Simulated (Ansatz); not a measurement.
The starting structures come from a database of crystals and need not be the phases stable at ambient conditions.

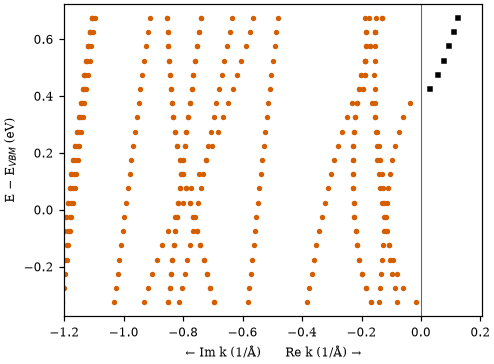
Figure: Complex bands at the centre of the two-dimensional zone; PBEsol (Ansatz, a program for electronic structure)

No gap correction and no spin-orbit coupling; mid-gap values are interpolated between computed energies.

Q: This is K$_{2}$Ga$_{3}$ (I4/mmm, not sure to be the ambient phase, 10 atoms a cell, 27.3 Å³ an atom) along the normal of (101). Read off the slowest decay at the centre of the two-dimensional zone at 0.17 eV, the computed energy nearest the middle of the gap.

A: κ ≈ 0.10 1/Å, a decay length 1/(2κ) of the density of 5.2 Å.
